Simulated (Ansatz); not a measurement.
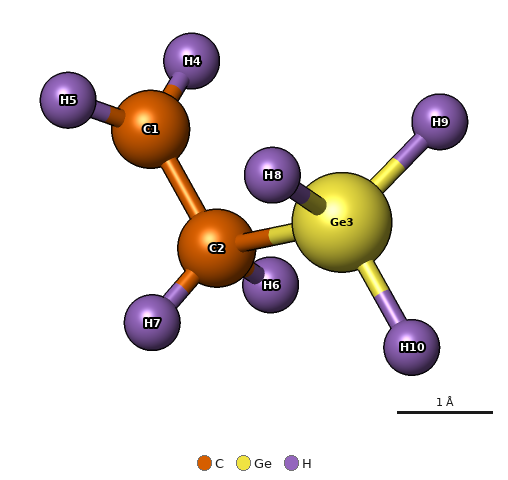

**Figure 1.** The structure as given in the input (ball-and-stick view, seen at a tilt; atoms are numbered from 1 in the order of the input). Sticks mark near contacts.

## What a change does: single-point calculation on C₂H₇Ge

System: C₂H₇Ge, multiplicity 2, SMILES [CH2][CH2][GeH3].
Method of run 1: UKS PBE0-D4/def2-TZVPP (Ansatz 0.2.0).

The geometry comes from this level: PBE0-D4/def2-TZVP. Text and figures count atoms from 1; the logs count them from 0 in places.

## Input, run 1
```yaml
crystal:
  periodic: [false, false, false]
  atoms:
    - {symbol: C, position_ang: [-0.793096, 0.468915, -1.252528]}
    - {symbol: C, position_ang: [-0.794349, 0.077521, 0.159237]}
    - {symbol: Ge, position_ang: [1.044096, -0.380569, 0.763931]}
    - {symbol: H, position_ang: [-0.851925, -0.277771, -2.033989]}
    - {symbol: H, position_ang: [-0.566475, 1.486307, -1.544541]}
    - {symbol: H, position_ang: [-1.406329, -0.808191, 0.348400]}
    - {symbol: H, position_ang: [-1.138895, 0.879983, 0.816688]}
    - {symbol: H, position_ang: [1.960261, 0.841154, 0.578081]}
    - {symbol: H, position_ang: [1.583857, -1.545609, -0.083297]}
    - {symbol: H, position_ang: [1.045856, -0.792841, 2.251020]}
basis:
  gaussian: {orbitals: def2-TZVPP}
magnetization: {spin_polarized: true, initial_magnetization: 1}
hamiltonian: {xc: pbe0, dispersion: d4}
output: {orbitals: {seedname: orbitals}}
```

Hardware: 4 CPU threads, shared host.

## Output (run 1)
```
Functional definition: PBE0
  parameter a = 0.25
  parameter kappa = 0.804
  parameter beta = 0.06672455060314922
  exchange = (1 - a)*pbe_x(kappa = kappa, mu = beta*pi^2/3) + a*exact_x
  correlation = pbe_c(beta = beta)
1174 factors; their error is unknown
mean field evaluation 1: about -58688.9870 eV, gradient 3.7e1 eV
mean field evaluation 2: about -58684.1580 eV, gradient 4.7e1 eV
mean field evaluation 4: about -58695.2652 eV, gradient 9.7e-1 eV
mean field evaluation 8: about -58695.2713 eV, gradient 3.8e-2 eV
mean field evaluation 16: about -58695.5356 eV, gradient 1.5e-4 eV
mean field -58695.53558009 eV, -2157.0211473054 hartree, gradient 6.8e-5 eV, S^2 0.755520; 0 other end points of the search recorded, 0 dependent functions left out
reference -58695.53561094 eV, -2157.0211484391 hartree; 26, 25 occupied and 182, 183 virtual orbitals, 1174 factors
Total energy: -58695.67262994 eV, -2157.0261837946 hartree
```

Run 2 used a changed input.

## The two runs side by side

```csv
quantity,run 1,run 2
outcome,converged,converged
total energy (hartree),−2157.026184,−2157.075927
HOMO (eV),−5.56,−5.57
LUMO (eV),−1.32,−1.38
⟨S²⟩,0.756,0.756
basis functions,208,413
wall time (shared host),4 s,14 s
```

What was changed in the input?

The change (lines with − go, lines with + come):
```diff
-  gaussian: {orbitals: def2-TZVPP}
+  gaussian: {orbitals: "def2-QZVPP.json"}
```

The total energy of run 2 is 31.2 kcal/mol lower, which measures the change of basis and not a stability. The LUMO goes from −1.32 to −1.38 eV. The basis functions go from 208 to 413.

## Output (run 2)
```
Functional definition: PBE0
  parameter a = 0.25
  parameter kappa = 0.804
  parameter beta = 0.06672455060314922
  exchange = (1 - a)*pbe_x(kappa = kappa, mu = beta*pi^2/3) + a*exact_x
  correlation = pbe_c(beta = beta)
1344 factors; their error is unknown
mean field evaluation 1: about -58689.7732 eV, gradient 3.9e1 eV
mean field evaluation 2: about -58683.8137 eV, gradient 5.0e1 eV
mean field evaluation 4: about -58696.7415 eV, gradient 1.5e0 eV
mean field evaluation 8: about -58696.7484 eV, gradient 5.1e-2 eV
mean field evaluation 16: about -58696.8892 eV, gradient 7.7e-5 eV
mean field -58696.88915899 eV, -2157.0708904126 hartree, gradient 6.7e-6 eV, S^2 0.755589; 0 other end points of the search recorded, 0 dependent functions left out
reference -58696.88920151 eV, -2157.0708919751 hartree; 26, 25 occupied and 387, 388 virtual orbitals, 1344 factors
Total energy: -58697.02622052 eV, -2157.0759273306 hartree
```
